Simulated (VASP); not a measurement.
Band structure of Re (space group Fd-3m). Level of theory: PBE GGA, VASP's PBE PAW potentials (set 64) (plane waves; VASP 6.6.1).

Unless said otherwise, spin-orbit coupling is left out, though it shifts the bands of the heavy elements here.

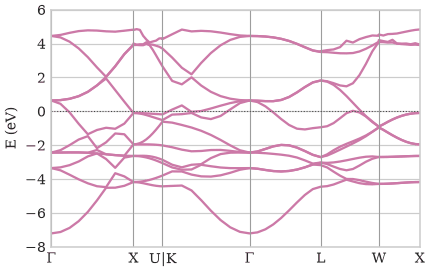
Bands along high-symmetry lines, zero at the valence-band maximum or, without a gap, the Fermi level

### Question
Read the plot: is there a gap, and where are the band edges?

### Answer
It has no gap at this level: it comes out as a metal or semimetal.

The structure was generated: Re was put into an ordered model structure, which need not be its known phase. The cell was not relaxed at this level.
